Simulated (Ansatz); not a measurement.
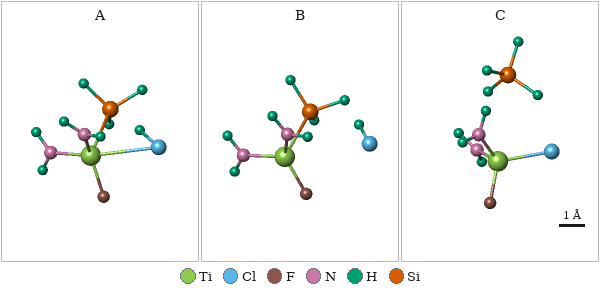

3 geometries from a converged minimum-energy path of TiSiN₂H₈ClF, made up at the start of TiN2H4ClF and SiH4, shuffled. Style: ball-and-stick. Shown from a free direction.

These are results of RKS PBE/def2-SVP (Ansatz 0.2.0), not measurements. Settings: 9 movable images; climbing image; force threshold 0.05 eV/Å; iteration limit 60; starting path through a guess of the saddle point.

Which frame is the top of the path?

Answer. A. In order along the path, whose images run from 0 to 10: C (image 0, 0.00 eV), A (image 7, +1.72 eV), B (image 9, +1.58 eV). Breaking: H–Si (1.50 → 2.82 Å), Cl–Ti (2.24 → 4.11 Å). Forming: Cl–H (3.20 → 1.32 Å), Si–Ti (4.42 → 2.59 Å).

Limits of the set-up: the start holds two separate molecules, 2.8 Å apart at their closest, whose relative position is a soft coordinate and is computed without a dispersion correction.

Cost: 11 min on 4 threads of Intel(R) Xeon(R) Platinum 8488C (Sapphire Rapids), with other jobs on the host, peak memory 0.26 GiB.
